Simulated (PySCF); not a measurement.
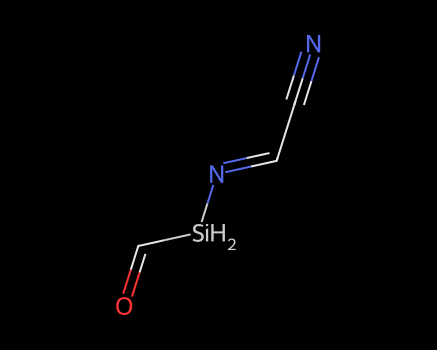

> Give its SMILES.

N#C/C=N/[SiH2]C=O

> What is the molecular formula?

C3H4N2OSi.

> An optimisation with GFN2-xTB gave a structure of which point group?

C1. Other conformers may differ.

More results for the same structure follow; atom numbers are the same in all pictures, views and colours differ. Computed geometry: GFN2-xTB optimisation. No frequency run is at hand to confirm it as a minimum.

Shape

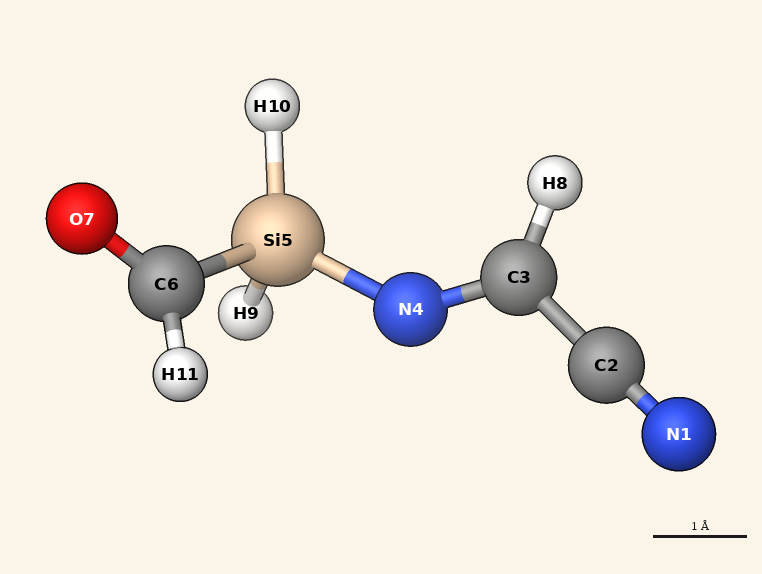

Numbered structure. No frequency run is at hand to confirm it as a minimum.

List the bonds and their lengths.

```
   bond  length (Å)   order
  N1–C2       1.146  triple
  C2–C3       1.421  single
  C3–N4       1.258  double
  C3–H8       1.097  single
 N4–Si5       1.707  single
 Si5–C6       1.926  single
 Si5–H9       1.459  single
Si5–H10       1.462  single
  C6–O7       1.200  double
 C6–H11       1.108  single
```

Excitation

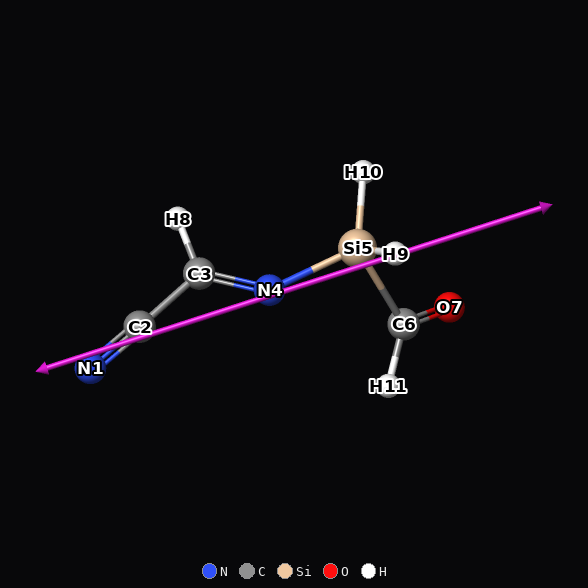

The double arrow shows the direction of the transition dipole to excited singlet state 7 (its length means nothing). No frequency run is at hand to confirm it as a minimum. Method: TDDFT B3LYP/def2-SVPD, vertical, gas phase, core orbitals frozen in the response (PySCF 2.14.0).

> Where does the transition lie, and how strong is it?

6.09 eV (204 nm), oscillator strength 0.26, mainly HOMO−2 → LUMO (weight 0.84); transition dipole 3.34 D.

Core levels

No frequency run is at hand to confirm it as a minimum. Level of theory: delta-SCF UKS SCAN, pcX-2 on the ionised atom, pcseg-1 elsewhere, spin-free X2C (PySCF 2.14.0).

Give the core-electron binding energies (to vacuum; p and d levels without spin–orbit splitting) of N1 1s, C2 1s, C3 1s, N4 1s, Si5 1s, Si5 2p, C6 1s, O7 1s.

```json
{"atom": "N1", "level": "1s", "binding energy (eV)": "405.2"}
{"atom": "C2", "level": "1s", "binding energy (eV)": "292.3"}
{"atom": "C3", "level": "1s", "binding energy (eV)": "293.2"}
{"atom": "N4", "level": "1s", "binding energy (eV)": "405.1"}
{"atom": "Si5", "level": "1s", "binding energy (eV)": "1847.3"}
{"atom": "Si5", "level": "2p", "binding energy (eV)": "107.8"}
{"atom": "C6", "level": "1s", "binding energy (eV)": "293.4"}
{"atom": "O7", "level": "1s", "binding energy (eV)": "538.6"}
```

Polarisability

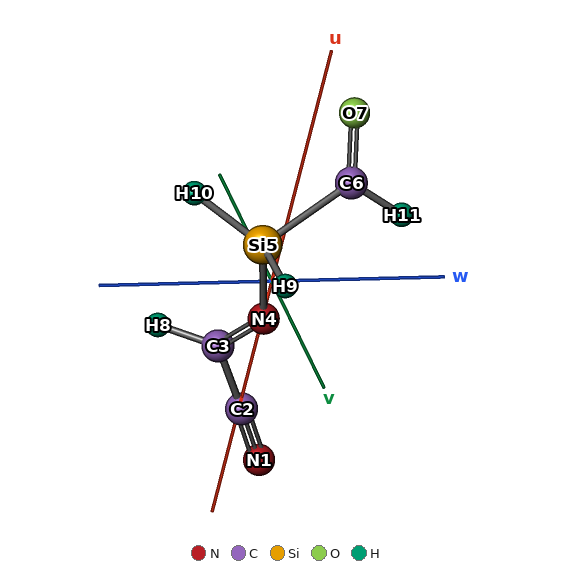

The lines u, v and w are the principal axes of the static dipole polarisability. No frequency run is at hand to confirm it as a minimum. Computed with B3LYP/def2-SVPD (PySCF 2.14.0).

> Along which axis is the molecule most polarisable, and along which least?

Most along u (close to the long direction N1···O7), least along v.

> Give the three principal values.

u 123.2, v 58.8, w 68.9 bohr³; mean 83.6, anisotropy 60.0 bohr³.

The geometry is semi-empirical. Around Si such bond lengths and angles can be off by a tenth of an ångström or more and by several degrees, and values that hang on the shape move with them.
